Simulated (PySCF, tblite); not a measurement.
# ZrF6 (-2): geometry, vibrations, single-point energies, part 2 of 2

tblite 0.8.0 and PySCF 2.14.0. Atoms count from 0. The steps go on from the part before.

### 7 Geometry optimisation with GFN2-xTB

This step treats ZrF6− (doublet).

Job settings and geometry (Å):

```
{"job": {"kind": "relax", "xc": "GFN2-xTB", "basis": "xTB"}, "charge": -1, "multiplicity": 2}
Zr     0.017200    -0.004700    -0.013000
F     -0.126400    -0.032600     2.019700
F      0.135300     0.036500    -2.055000
F      2.047600     0.107900     0.088900
F     -2.051300    -0.094500    -0.113500
F     -0.105200     2.051100     0.020900
F      0.096200    -2.044200    -0.056200
```

The program printed:

```text
step      E/eV     max force
  0    -838.45035    0.922
  1    -838.51093    0.833
  2    -838.69841    0.334
  3    -838.71884    0.089
  4    -838.72002    0.039
  5    -838.72011    0.037
  6    -838.72036    0.033
  7    -838.72055    0.026
  8    -838.72066    0.025
  9    -838.72070    0.018
 10    -838.72073    0.019
 11    -838.72076    0.016
 12    -838.72079    0.014
 13    -838.72080    0.014
 14    -838.72081    0.009
```

Run time: 0.09 s. Hardware: 1 thread of Arm Neoverse V1, shared host.

Step by step:

```csv
step,energy from step 0 (eV),largest force (eV/Å)
0,0.0000,0.9219
1,-0.0606,0.8328
2,-0.2481,0.3342
3,-0.2685,0.0889
4,-0.2697,0.0387
5,-0.2698,0.0370
6,-0.2700,0.0328
7,-0.2702,0.0256
8,-0.2703,0.0247
9,-0.2704,0.0176
10,-0.2704,0.0189
11,-0.2704,0.0162
12,-0.2704,0.0137
13,-0.2705,0.0137
14,-0.2705,0.0087
```

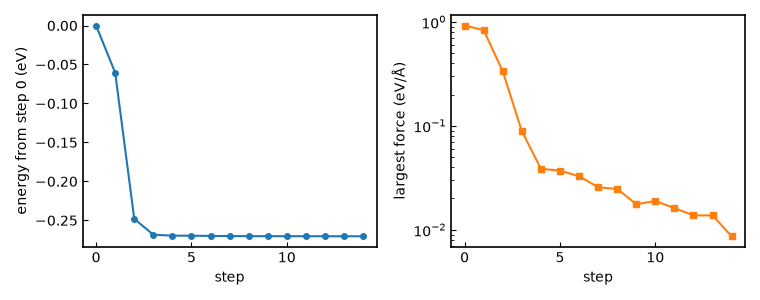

Energy and largest force along the relaxation.

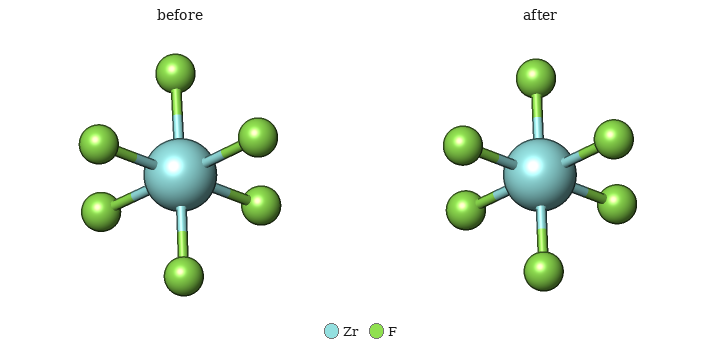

The geometry before (left) and after (right).

Close pairs (by a distance rule), those that changed most:

```csv
bond,before (Å),after (Å),change (Å)
Zr0–F4,2.073,1.952,-0.120
Zr0–F5,2.060,1.953,-0.107
Zr0–F2,2.046,1.953,-0.093
Zr0–F6,2.041,1.954,-0.088
Zr0–F1,2.038,1.953,-0.085
Zr0–F3,2.036,1.954,-0.083
```

The final coordinates are the input of the step that follows.

### 8 Vibrational analysis with GFN2-xTB

Job settings and geometry (Å):

```
{"job": {"kind": "ir", "xc": "GFN2-xTB", "basis": "xTB"}, "charge": -1, "multiplicity": 2}
Zr     0.001531     0.003078    -0.015518
F     -0.104888    -0.035899     1.934498
F      0.114525     0.038467    -1.965095
F      1.949450     0.099249     0.097596
F     -1.945640    -0.090403    -0.125131
F     -0.097588     1.952999     0.014428
F      0.095937    -1.947883    -0.049080
```

The program printed:

```text
mode    cm-1     km/mol
  1      81.5      0.00
  2      81.5      0.00
  3      81.5      0.00
  4     149.4     24.27
  5     149.4     24.31
  6     149.6     24.52
  7     186.9      0.00
  8     186.9      0.00
  9     186.9      0.00
 10     313.4      0.01
 11     313.5      0.00
 12     374.0      0.56
 13     374.1      0.76
 14     374.2      0.65
 15     404.5      0.00
ZPE 20.380  H(298)-E 51.583  G(298)-E -69.254 kJ/mol  S 405.29 J/(mol K)
```

Run time: 0.24 s. Hardware: 1 thread of Arm Neoverse V1, shared host.

The strongest bands and the atoms that carry them (share of the mass-weighted mode):

```csv
cm⁻¹,km/mol,atoms
149,24.3,"Zr0 34 %, F5 15 %, F6 15 %"
149,24.3,"Zr0 34 %, F3 12 %, F6 12 %, F4 12 %"
150,24.5,"Zr0 34 %, F1 15 %, F2 15 %, F4 12 %"
374,0.6,"F6 37 %, F5 37 %, Zr0 22 %"
374,0.8,"F2 37 %, F1 37 %, Zr0 22 %"
374,0.7,"F4 36 %, F3 36 %, Zr0 22 %"
```

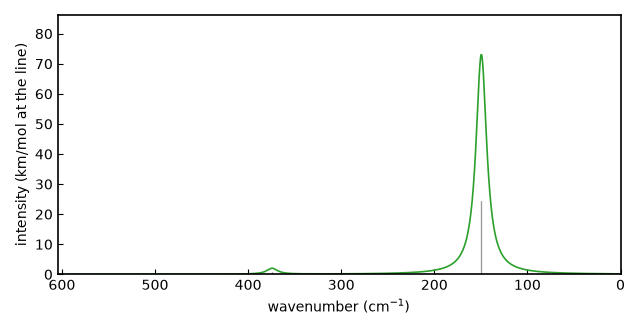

The infrared spectrum from these modes, unscaled. Lines are broadened to a width of 14 cm⁻¹ (Lorentzian).

### 9 Geometry optimisation at BP86-D3(BJ)/ma-def2-SVP

This step treats ZrF6− (doublet).

The job, as its differences from that of step 8:

```diff
@@ -1,2 +1,2 @@
-{"job": {"kind": "ir", "xc": "GFN2-xTB", "basis": "xTB"}, "charge": -1, "multiplicity": 2}
+{"job": {"xc": "BP86", "basis": "ma-def2-SVP", "d3": "d3bj", "grid": 1, "kind": "geom"}, "charge": -1, "multiplicity": 2}
 Zr     0.001531     0.003078    -0.015518
```

The program printed:

```text
step   0  E = -646.14366423  max force = 0.038801
step   1  E = -646.15874939  max force = 0.009707
step   2  E = -646.16030457  max force = 0.002061
step   3  E = -646.16048205  max force = 0.000669
step   4  E = -646.16055617  max force = 0.001472
step   5  E = -646.16057757  max force = 0.000921
step   6  E = -646.16058552  max force = 0.000692
step   7  E = -646.16059326  max force = 0.000334
step   8  E = -646.16059703  max force = 0.000268
optimisation converged
```

Run time: 5.9 min. Hardware: 1 thread of Arm Neoverse V1, shared host.

Step by step:

```csv
step,energy from step 0 (eV),largest force component (eV/Å)
0,0.0000,1.9952
1,-0.4105,0.4992
2,-0.4528,0.1060
3,-0.4576,0.0344
4,-0.4597,0.0757
5,-0.4602,0.0474
6,-0.4605,0.0356
7,-0.4607,0.0172
8,-0.4608,0.0138
```

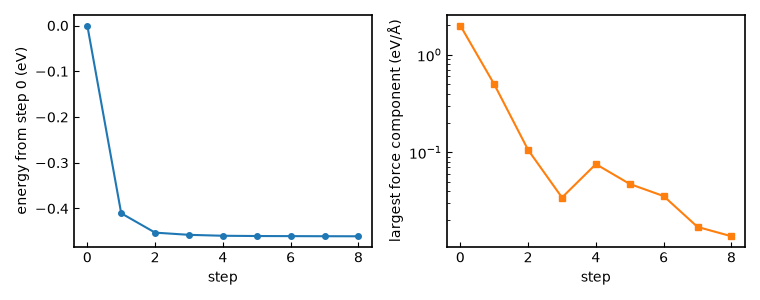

Energy and force, step by step.

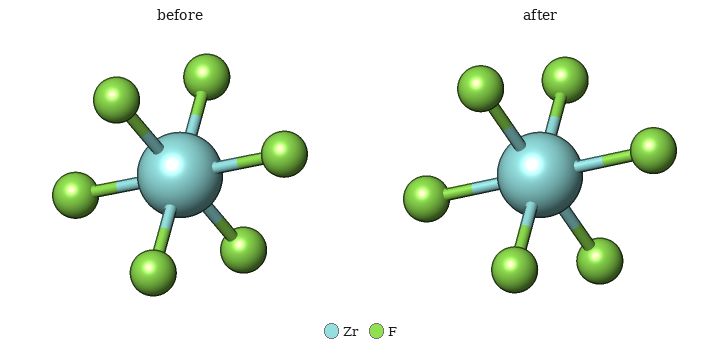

The geometry before (left) and after (right).

Close pairs (by a distance rule), those that changed most:

```csv
bond,before (Å),after (Å),change (Å)
Zr0–F5,1.953,2.035,+0.082
Zr0–F2,1.953,2.035,+0.082
Zr0–F1,1.953,2.035,+0.081
Zr0–F6,1.954,2.035,+0.081
Zr0–F4,1.952,2.033,+0.081
Zr0–F3,1.954,2.034,+0.080
```

The end geometry stands in the next job.

```csv
at the end point,value
point group (found at 0.08 Å tolerance),Oh
"rotational constants (GHz, main isotopes)","1.611, 1.608, 1.601"
⟨S²⟩,0.752
```

### 10 Single point (ZrF₆ (-2)): B3LYP-D3(BJ)/ma-def2-SVP

Geometry: BP86-D3(BJ)/ma-def2-SVP, that of another charge or spin state.

Job settings and geometry (Å):

```
{"job": {"kind": "sp", "xc": "B3LYP", "basis": "ma-def2-SVP", "d3": "d3bj", "grid": 2}, "charge": -2, "multiplicity": 1}
Zr     0.001674     0.002763    -0.015196
F     -0.238038    -0.144173     1.999963
F      0.245043     0.146686    -2.030308
F      2.005805     0.238506     0.236618
F     -2.003464    -0.229840    -0.260874
F     -0.251826     2.019095     0.086135
F      0.254401    -2.013152    -0.124473
```

The program printed:

```text
coarse grid: 40008 points
cycle   1  E = -645.8657539688  dE = -6.508e+00  |g| = 1.225e+00  |ddm| = 5.069e+00
cycle   2  E = -645.6440725065  dE =  2.217e-01  |g| = 1.793e+00  |ddm| = 3.501e+00
cycle   3  E = -646.1659609168  dE = -5.219e-01  |g| = 2.839e-01  |ddm| = 1.455e+00
cycle   4  E = -646.1834995074  dE = -1.754e-02  |g| = 2.103e-02  |ddm| = 4.514e-01
cycle   5  E = -646.1836018501  dE = -1.023e-04  |g| = 3.518e-03  |ddm| = 4.879e-02
cycle   6  E = -646.1836038333  dE = -1.983e-06  |g| = 4.826e-04  |ddm| = 5.049e-03
final grid: 84032 points
cycle   7  E = -646.1835222839  dE = -2.205e-07  |g| = 6.101e-04  |ddm| = 4.700e-03
cycle   8  E = -646.1835221956  dE =  8.831e-08  |g| = 9.668e-04  |ddm| = 1.340e-03
cycle   9  E = -646.1835223505  dE = -1.549e-07  |g| = 1.243e-04  |ddm| = 6.353e-04
cycle  10  E = -646.1835223536  dE = -3.107e-09  |g| = 1.440e-05  |ddm| = 1.980e-04
converged SCF energy = -646.1835223536
```

Wall time 5.2 s (1 thread of Arm Neoverse V1, shared host).

### 11 Single point (ZrF6− (doublet)): B3LYP-D3(BJ)/ma-def2-SVP

Geometry: BP86-D3(BJ)/ma-def2-SVP.

The job, as its differences from that of step 10:

```diff
@@ -1,2 +1,2 @@
-{"job": {"kind": "sp", "xc": "B3LYP", "basis": "ma-def2-SVP", "d3": "d3bj", "grid": 2}, "charge": -2, "multiplicity": 1}
+{"job": {"kind": "sp", "xc": "B3LYP", "basis": "ma-def2-SVP", "d3": "d3bj", "grid": 2}, "charge": -1, "multiplicity": 2}
 Zr     0.001674     0.002763    -0.015196
```

The program printed:

```text
final grid: 84032 points
cycle   1  E = -646.0858808384  dE =  4.155e-06  |g| = 3.381e-03  |ddm| = 4.430e-03
cycle   2  E = -646.0857929995  dE =  8.784e-05  |g| = 1.502e-02  |ddm| = 1.638e-02
cycle   3  E = -646.0858844044  dE = -9.140e-05  |g| = 1.731e-03  |ddm| = 1.383e-02
cycle   4  E = -646.0858855521  dE = -1.148e-06  |g| = 1.657e-04  |ddm| = 1.366e-03
cycle   5  E = -646.0858855607  dE = -8.584e-09  |g| = 1.552e-04  |ddm| = 2.150e-04
cycle   6  E = -646.0858855823  dE = -2.162e-08  |g| = 1.270e-04  |ddm| = 3.370e-04
cycle   7  E = -646.0858856029  dE = -2.055e-08  |g| = 1.112e-04  |ddm| = 3.659e-04
cycle   8  E = -646.0858856630  dE = -6.011e-08  |g| = 7.290e-05  |ddm| = 1.435e-03
cycle   9  E = -646.0858856790  dE = -1.606e-08  |g| = 4.712e-05  |ddm| = 5.639e-04
cycle  10  E = -646.0858856946  dE = -1.553e-08  |g| = 3.617e-05  |ddm| = 9.038e-04
cycle  11  E = -646.0858856966  dE = -2.052e-09  |g| = 1.492e-05  |ddm| = 1.723e-04
converged SCF energy = -646.0858856966
```

Wall time 3.2 min (1 thread of Arm Neoverse V1, shared host); peak memory 0.69 GiB.

### 12 Outcome

The summary covers parts 1 to 2.

```
                                 quantity                 value
strongest single infrared mode (GFN2-xTB)  388 cm⁻¹, 243 km/mol
             zero-point energy (GFN2-xTB)          5.4 kcal/mol
                              point group                    Oh
     rotational constants (main isotopes)  1.58, 1.58, 1.58 GHz
```

**Reading.** No mode is imaginary among the 15: a minimum at this level. GFN2-xTB is a fitted tight-binding method: band positions and strengths are rough. Its intensities can rank the bands wrongly. Relaxing lowered the energy by 0.286 eV in 15 steps; the close pair that moved most is Zr0–F3, from 1.986 to 2.054 Å (BP86/ma-def2-SVP). No frequency check was run at this level, so the end point may be a saddle. Steps that list no spin-orbit terms leave them out, which matters at and beside the heavy atoms.
